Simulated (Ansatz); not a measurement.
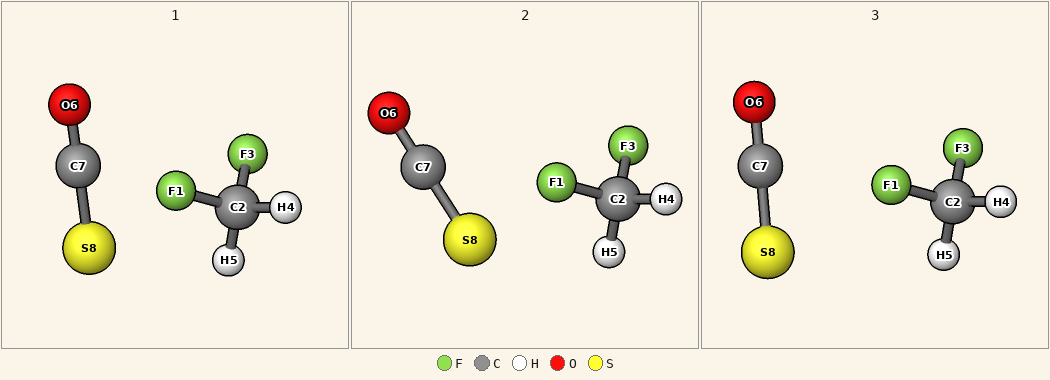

The pair CH₂F₂···COS. 
- The turn is about an axis along (−0.21, 0.94, 0.27) in the frame of the relaxed pair, normal to the line between the partners.
- First axis: distance C2···S8. Second axis: turn of O6, C7, S8 about its own atom S8.
- The scan uses a 13 × 12 grid.
- Points are written as (first, second).
- Energies: kJ/mol, counted from the lowest grid point.
- All numbers below come from RKS PBE-D4/def2-SVPD in Ansatz 0.2.0.

The numbered pictures are structures from this grid.

Rank them by energy, lowest first.

Answer. 1, at (3.700 Å, 0°): 0.0 kJ/mol; 2, at (3.700 Å, −180°): 3.4 kJ/mol; 3, at (4.615 Å, 60°): 4.9 kJ/mol.

The map, with the structures marked:

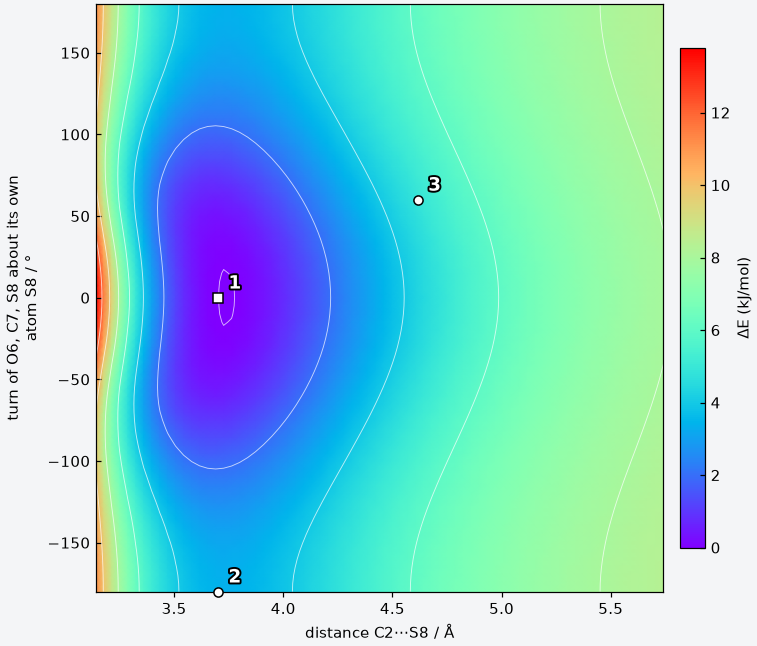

Drawn: a smooth colour map with a few white contour lines. Between grid points the surface is interpolated.
